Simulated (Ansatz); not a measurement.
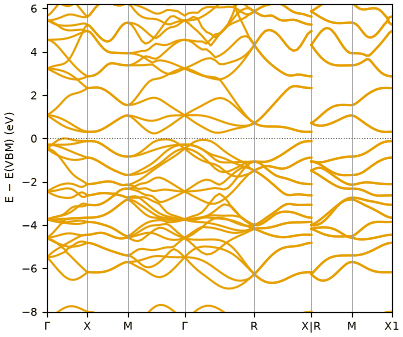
Band structure from PBEsol (plane waves, PAW; program Ansatz)

The gap is 0.22 eV; an edge lies off the plotted path or next to a special point (maximum on the Γ–X line, 44 % of the way from Γ, minimum off the standard path).

Pick the material that matches.
A) SiRu, P2_13 (Si on 4a, Ru on 4a)
B) SrTiO3, cubic perovskite
C) BaTiO3, cubic perovskite
D) KTaO3, cubic perovskite

A, SiRu, P2_13 (Si on 4a, Ru on 4a)

The cell was relaxed with PBEsol under the symmetry of its start. No spin polarisation was allowed. Scalar-relativistic: spin–orbit coupling is off unless named, which matters more the heavier the elements.

Potentials: the earlier of the program's two PAW sets. The files were generated under PBE; for other functionals the program regenerates the frozen cores, and for LDA and PBEsol the local potential too.
